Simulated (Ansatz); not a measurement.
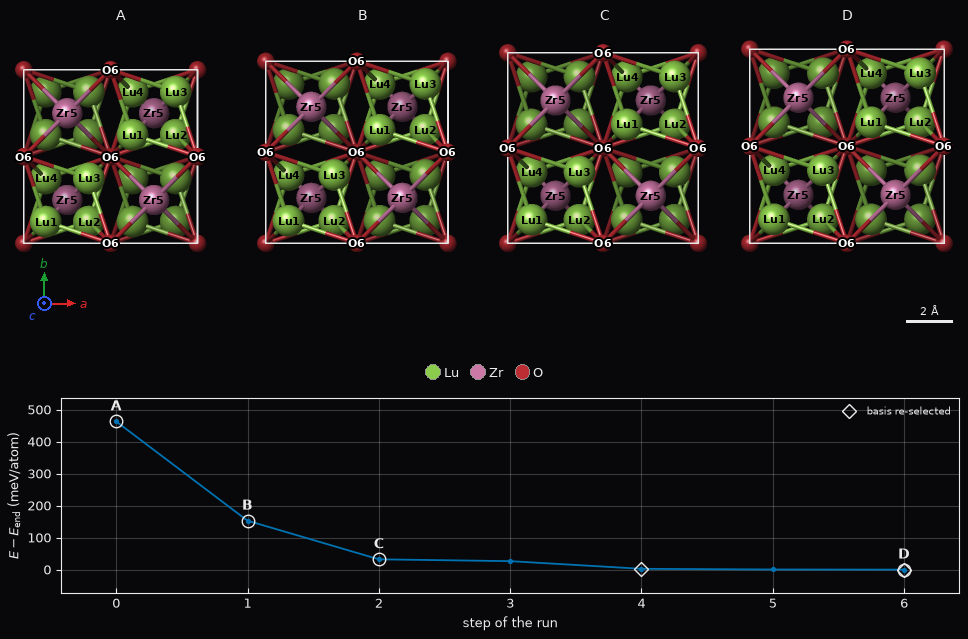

Frames of a relaxation of crystalline Lu4ZrO (a generated structure, set up in F-43m) (coarse preliminary run), marked on the history of the run. A ball-and-stick model of the conventional cell (4 times the calculation's cell), seen along the c axis. Lengths and directions refer to the drawn axes.

Computed with DFT PBE, scalar-relativistic, plane waves, PAW in Ansatz.

Input file:
```yaml
crystal:
  lattice:
    - [0.0, 3.85692445, 3.85692445]
    - [3.85692445, 0.0, 3.85692445]
    - [3.85692445, 3.85692445, 0.0]
  atoms:
    - { symbol: Lu, position: [0.62277041, 0.1257432, 0.1257432] }
    - { symbol: Lu, position: [0.1257432, 0.62277041, 0.1257432] }
    - { symbol: Lu, position: [0.1257432, 0.1257432, 0.62277041] }
    - { symbol: Lu, position: [0.1257432, 0.1257432, 0.1257432] }
    - { symbol: Zr, position: [0.75, 0.75, 0.75] }
    - { symbol: O, position: [0.5, 0.5, 0.5] }
basis:
  ecutwfc: 420
kpoints:
  mp_grid: { grid: [4, 4, 4] }
hamiltonian:
  xc: pbe
scf:
  occupations: { method: gaussian, width: 0.1 }
  lower_state_search: "off"
output:
  forces: true
  stress: true
  eigenvalues: true
relax:
  adjacent_minimum: "off"
  f_tol: 0.04
  max_steps: 70
  cell: { stress_tol: 0.4 }
```

Launched with:
```bash
ansatz run input.yaml --threads 1 --pin off --max-ram 2560MiB --backend cpu --events-out ev --progress --plain --runs-dir out
```

**Describe the path.**

The largest moves relative to the cell, 0.028 Å, are those of Lu1, Lu2, Lu3 and Lu4. Lu1 goes along [−1 −1 1]. Zr and O stay in place. The drawn cell changes as follows: a = b = c 7.714 → 8.630 Å (+11.9 %); the volume changes by +40.0 %. Among the contacts that change: Zr5–O6 3.340 → 3.737 Å, Lu1–O6 3.196 → 3.581 Å, Lu1–Zr5 3.200 → 3.575 Å, Lu1–Lu2 2.711 → 3.079 Å. The space group stays F-43m (No. 216). After 4 accepted moves (6 points after the start) the energy has fallen by 463 meV per atom. Largest force component: 0.34 eV/Å at the start, 0.004 eV/Å at the end. The pressure goes from 23.99 to 0.20 GPa. At 2 points the geometry stayed and the basis and grid were re-selected for the new cell (energy shift of 23.9 meV per atom at most each time). From step 0 to 1: Lu atoms move most (0.02 Å), volume +15.4 %, energy −310 meV per atom. From step 1 to 2: volume +14.6 %, energy −121 meV per atom. From step 2 to 6: volume +5.9 %, energy −32.2 meV per atom.

| step | E − E(0), meV/atom | largest force component, eV/Å | pressure, GPa | volume, Å³/atom | note |
| --- | --- | --- | --- | --- | --- |
| 0 | 0.00 | 0.3385 | 23.99 | 19.125 |  |
| 1 | -310.14 | 0.0229 | 10.91 | 22.062 |  |
| 2 | -430.83 | 0.0686 | 2.05 | 25.282 |  |
| 3 | -436.57 | 0.0094 | 0.21 | 26.177 |  |
| 4 | -460.49 | 0.0083 | 1.20 | 26.177 | same geometry, new basis |
| 5 | -462.64 | 0.0041 | 0.19 | 26.780 |  |
| 6 | -463.04 | 0.0040 | 0.20 | 26.780 | same geometry, new basis |
